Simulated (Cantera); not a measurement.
A closed system holds: 1 mol FeS, 0.63 mol H₂, a varied amount of N₂, held at 2050 K and 42.0 mbar.

Equilibrium computed with Cantera from the NASA thermochemical tables; the gas is ideal and each condensed phase is pure. Candidate condensed phases: Fe, FeS, FeS₂, S; 16 gas species. Equilibrium is a limit: real reactors are often held back by kinetics, nucleation or transport.

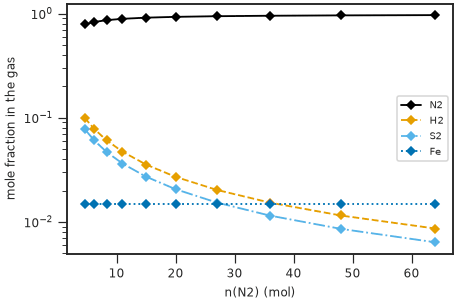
Equilibrium gas composition (values under 1e-9 drawn at 1e-9)

Read off the mole fractions at 6.2 mol N₂.

N₂ about 0.83, H₂ about 0.078, S₂ about 0.061, Fe about 0.015.
